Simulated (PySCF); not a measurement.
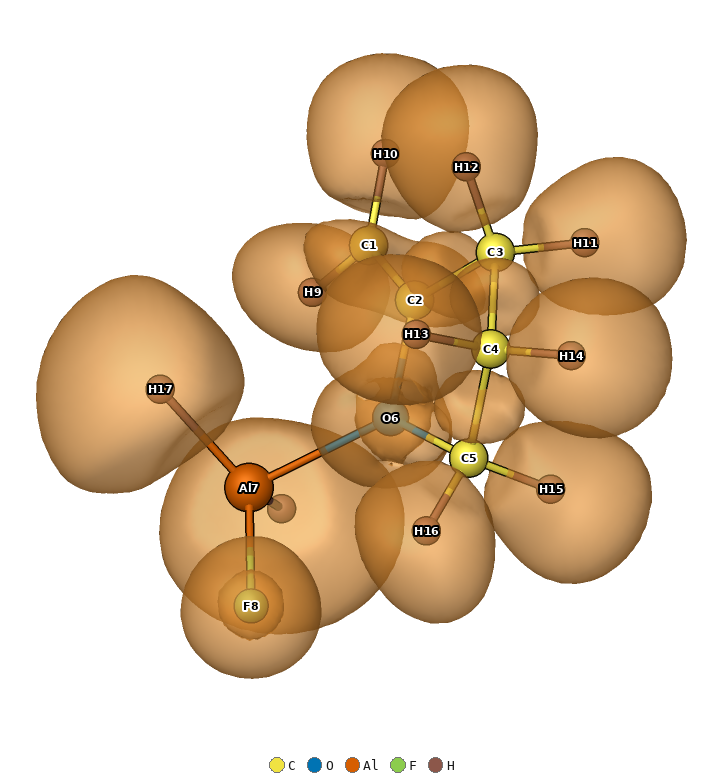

The picture shows: C5H10AlFO. Isosurface of the ELF at 0.75 (orange), seen at an oblique angle. Core shells and regions of very low density are left out.

Geometry: GFN2-xTB.

Method: PBE0/def2-SVPD, SCF density, gas phase (PySCF).

```tsv
atom	x (Å)	y (Å)	z (Å)
C	0.0827	2.0964	-0.2375
C	-0.3171	0.8567	-0.0376
C	-1.7046	0.2780	-0.1253
C	-1.4383	-1.2286	-0.1281
C	-0.1566	-1.3037	0.6917
O	0.5765	-0.1496	0.2913
Al	2.4055	-0.0018	-0.2026
F	2.8079	-1.6018	0.0120
H	1.1202	2.3588	-0.1249
H	-0.6129	2.8628	-0.5241
H	-2.2871	0.5727	0.7513
H	-2.2302	0.6225	-1.0135
H	-1.2503	-1.5779	-1.1441
H	-2.2470	-1.8116	0.3053
H	-0.3705	-1.2368	1.7654
H	0.4560	-2.1832	0.4968
H	2.2371	0.4727	-1.6687
H	2.9198	0.9809	0.8808
```

Where are the electrons localised?

The surface consists of four regions between bonded C–C atoms (shared pairs), ten regions around hydrogen nuclei, one region on O in which the atom's valence shell and bonds are merged and one region wrapped around F (its valence shell).

Values along the shortest contacts:
C–C (1.32 Å): the ELF peaks at about 0.95 between the atoms; a short, multiple covalent bond. C–O (1.39 Å): the ELF peaks at about 0.90 between the atoms: a shared but strongly polarised pair.
